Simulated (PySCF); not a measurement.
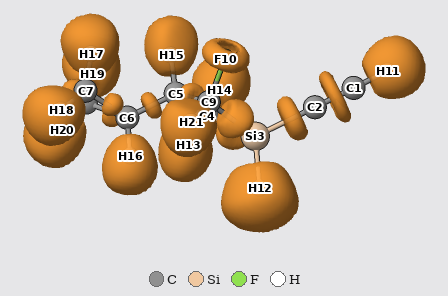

The picture shows: C$_{8}$H$_{11}$FSi. Isosurface of the electron localisation function at 0.85 (orange), seen from one side. Core shells and regions of very low density are left out.

Geometry: GFN2-xTB.

Level of theory: PBE0/pcSseg-1, SCF density, gas phase, non-relativistic (PySCF).

```xyz
21

C     4.5735    0.2789   -1.0252
C     3.5649    0.2847   -0.3700
Si    2.0103    0.3218    0.6193
C     0.7481   -1.0826    0.3174
C    -0.2927   -0.1000   -0.2814
C    -1.5583   -0.0191    0.5304
C    -2.8473    0.4022   -0.1097
C    -2.6546   -1.0207    0.3181
C     0.5231    1.2129   -0.2412
F     0.7682    1.7088   -1.5117
H     5.4551    0.2723   -1.6000
H     2.2635    0.7257    2.0041
H     0.3716   -1.5976    1.1992
H     1.0569   -1.8452   -0.3946
H    -0.5342   -0.3509   -1.3165
H    -1.3882    0.3077    1.5516
H    -2.8409    0.6202   -1.1670
H    -3.5260    1.0231    0.4553
H    -2.5161   -1.7681   -0.4484
H    -3.2007   -1.3787    1.1779
H     0.0148    2.0215    0.2921
```

### Describe the localisation domains.

The ELF exceeds this value in seven regions between bonded C–C atoms (shared pairs), three regions between bonded C–Si atoms (shared pairs), eleven regions around hydrogen nuclei and one region wrapped around F (its lone pairs, merged into a ring or cap). Profiles from the grid: C–C (1.20 Å): the ELF peaks at about 0.85 between the atoms: a multiple bond. C–F (1.39 Å): the ELF peaks at about 0.85 between the atoms (a shared but strongly polarised pair).
